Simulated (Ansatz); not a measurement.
# Run report: WH3Cl4OF, frequency calculation

The run: frequency calculation of WH3Cl4OF. Method and program: RKS PBE/def2-SVP (Ansatz 0.2.0).

It belongs to a series of runs on one base structure; here: vibrations at the highest image of the band. Figures and captions count atoms from 1; the log counts them from 0 in places.

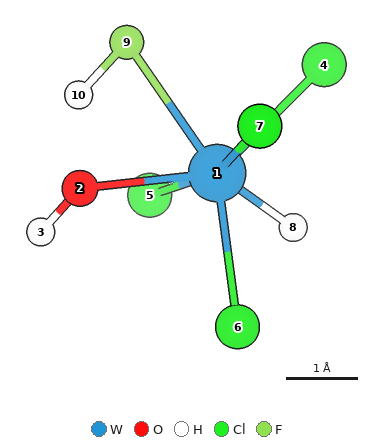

**Figure 1.** The input geometry (ball-and-stick view, seen at a tilt; atoms are numbered from 1 in the order of the input). Sticks mark near contacts. Bond lengths as drawn: Cl–W 2.31 to 2.37 Å, F–H 1.06 Å, F–W 2.27 Å, H–O 0.98 Å, H–W 1.66 Å and O–W 2.04 Å.

## The input
```yaml
crystal:
  periodic: [false, false, false]
  atoms:
    - { symbol: W, position_ang: [0.148894, -0.079556, 0.132155] }
    - { symbol: O, position_ang: [-0.429641, 0.413855, 2.02673] }
    - { symbol: H, position_ang: [-1.121401, 1.096711, 2.141325] }
    - { symbol: Cl, position_ang: [1.968425, -0.049428, -1.308194] }
    - { symbol: Cl, position_ang: [-0.253897, 2.239756, -0.180422] }
    - { symbol: Cl, position_ang: [-1.981638, -0.937709, -0.148938] }
    - { symbol: Cl, position_ang: [0.837508, -2.192405, 0.797454] }
    - { symbol: H, position_ang: [-0.387581, 0.195214, -1.418723] }
    - { symbol: F, position_ang: [1.75863, 0.71507, 1.517846] }
    - { symbol: H, position_ang: [0.888601, 0.752091, 2.124165] }
basis:
  gaussian: { orbitals: def2-SVP }
hamiltonian:
  xc: pbe
phonons: {}
```

Run as:
```bash
ansatz run input.yaml --threads 4 --pin off --max-ram 5120MiB --backend cpu --events-out ev --progress --plain --runs-dir out
```

## What the program printed
```
Engine: ansatz 0.2.0, aarch64-unknown-linux-gnu
Functional definition: PBE
  parameter kappa = 0.804
  parameter beta = 0.06672455060314922
  exchange = pbe_x(kappa = kappa, mu = beta*pi^2/3)
  correlation = pbe_c(beta = beta)
1552 factors; their error is unknown
mean field evaluation 1: about -56683.6327 eV, gradient 6.3e1 eV
mean field evaluation 2: about -56484.2920 eV, gradient 2.6e2 eV
mean field evaluation 4: about -56690.1425 eV, gradient 2.1e1 eV
mean field evaluation 8: about -56691.1101 eV, gradient 7.5e-1 eV
mean field evaluation 16: about -56691.0170 eV, gradient 4.0e-3 eV
mean field -56691.01702870 eV, -2083.3564492533 hartree, gradient 3.2e-5 eV, S^2 0.000000; 0 other end points of the search recorded, 0 dependent functions left out
the calculation of the forces begins
reference -56691.01710135 eV, -2083.3564519230 hartree; 51, 51 occupied and 96, 96 virtual orbitals, 1552 factors
these checks for a lower state are left out or cut short: stability, starts, cluster_reference, orbital_swaps, neighbouring_geometries, increment
1552 factors; their error is unknown
mean field -56691.01690898 eV, -2083.3564448536 hartree, gradient 1.8e-6 eV, S^2 0.000000; 0 other end points of the search recorded, 0 dependent functions left out
[... from here on the field's lines of each further geometry are left out, up to the last ...]
the calculation of the forces begins
reference -56691.01707722 eV, -2083.3564510363 hartree; 51, 51 occupied and 96, 96 virtual orbitals, 1552 factors
these checks for a lower state are left out or cut short: stability, starts, cluster_reference, orbital_swaps, neighbouring_geometries, increment
1552 factors; their error is unknown
mean field -56691.01697767 eV, -2083.3564473780 hartree, gradient 2.0e-6 eV, S^2 0.000000; 0 other end points of the search recorded, 0 dependent functions left out
the calculation of the forces begins
reference -56691.01705032 eV, -2083.3564500476 hartree; 51, 51 occupied and 96, 96 virtual orbitals, 1552 factors
WARN: phonons: modes at or below zero, which the zero-point energy, F, S and C_V leave out: 1, the lowest at -232.82 cm⁻¹. A minimum has none, and a first-order saddle one
Total energy: -56691.01710135 eV, -2083.3564519230 hartree
Atom 0 at     0.148894    -0.079556     0.132155 Å, force    -0.009262    -0.002223    -0.005360 eV/Å
Atom 1 at    -0.429641     0.413855     2.026730 Å, force    -0.009294    -0.023102     0.013070 eV/Å
Atom 2 at    -1.121401     1.096711     2.141325 Å, force     0.009274     0.017029    -0.006201 eV/Å
Atom 3 at     1.968425    -0.049428    -1.308194 Å, force     0.003861     0.001250    -0.000601 eV/Å
Atom 4 at    -0.253897     2.239756    -0.180422 Å, force    -0.002474     0.004137     0.002876 eV/Å
Atom 5 at    -1.981638    -0.937709    -0.148938 Å, force     0.005773    -0.001011    -0.003924 eV/Å
Atom 6 at     0.837508    -2.192405     0.797454 Å, force     0.000021    -0.001202     0.003290 eV/Å
Atom 7 at    -0.387581     0.195214    -1.418723 Å, force    -0.001277    -0.000246     0.003431 eV/Å
Atom 8 at     1.758630     0.715070     1.517846 Å, force     0.019381    -0.000375    -0.011949 eV/Å
Atom 9 at     0.888601     0.752091     2.124165 Å, force    -0.016004     0.005742     0.005370 eV/Å
Dipole moment:    -0.313462     0.156029     0.287932 e Å
Vibrations: -232.82 64.22 94.54 122.01 148.59 158.32 174.42 183.17 220.60 304.65 323.76 345.82 361.63 385.03 447.92 598.99 746.20 820.16 974.13 1009.61 1184.09 2036.48 2137.65 3683.16 cm⁻¹, zero-point energy 1.024429 eV
```

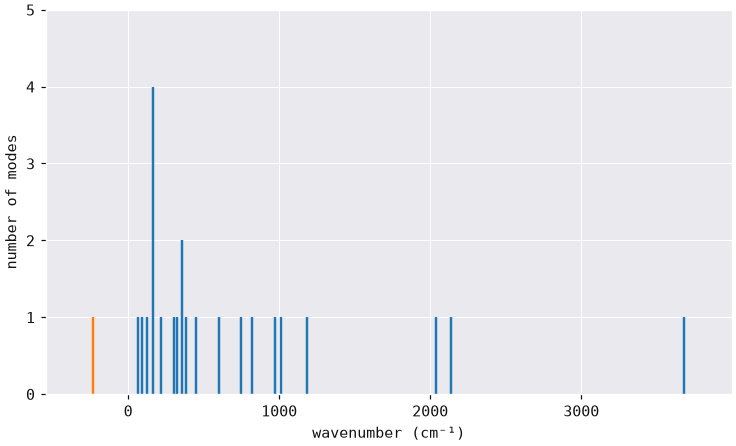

**Figure 2.** Harmonic vibrational wavenumbers from the force constants; neighbouring modes closer than 18 cm⁻¹ are counted in one stick, and imaginary ones are drawn at negative wavenumbers. 24 modes from 233i to 3683 cm⁻¹, 1 imaginary beyond 8i (233i cm⁻¹): a first-order saddle point, if the geometry is stationary.

## Results in brief

- outcome: converged
- total energy: −56691.0171 eV
- mean-field energy: −56691.0171 eV
- largest force (length of the vector): 0.028 eV/Å
- hardware: 4 threads of Arm Neoverse V2, 24 GiB of memory available, shared host
- wall time: 88 s (CPU time 5.6 min)
- peak memory: 0.24 GiB
